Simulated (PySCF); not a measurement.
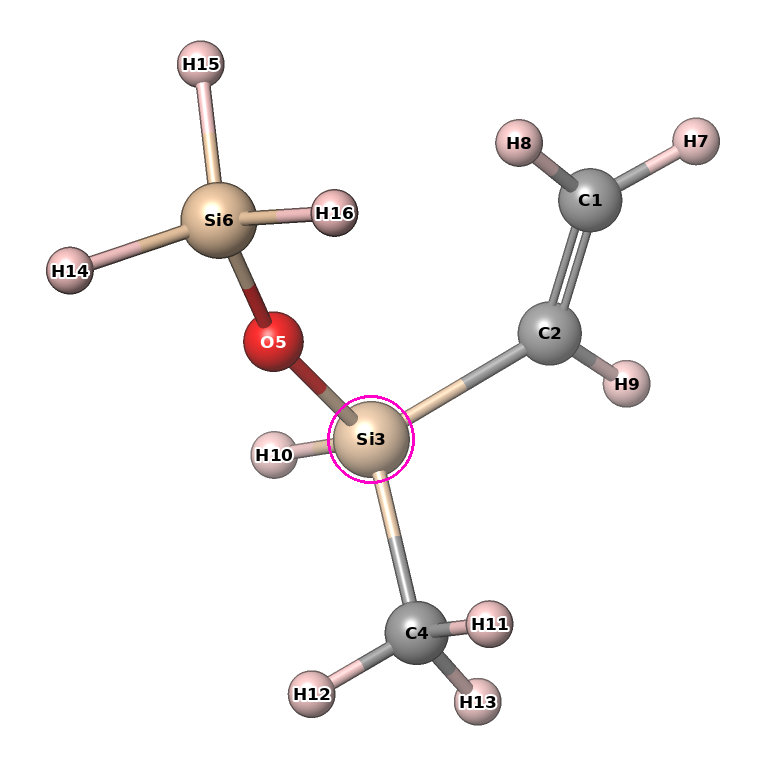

Atoms fade into the background with distance from the viewer. Circles mark the stereogenic atoms. The geometry was computed by an optimisation with PBE0-D3(BJ)/def2-SVP. No frequency run is at hand to confirm it as a minimum.

Assign CIP descriptors.

Answer. Si3: R (priorities O5 > C2 > C4 > H10).
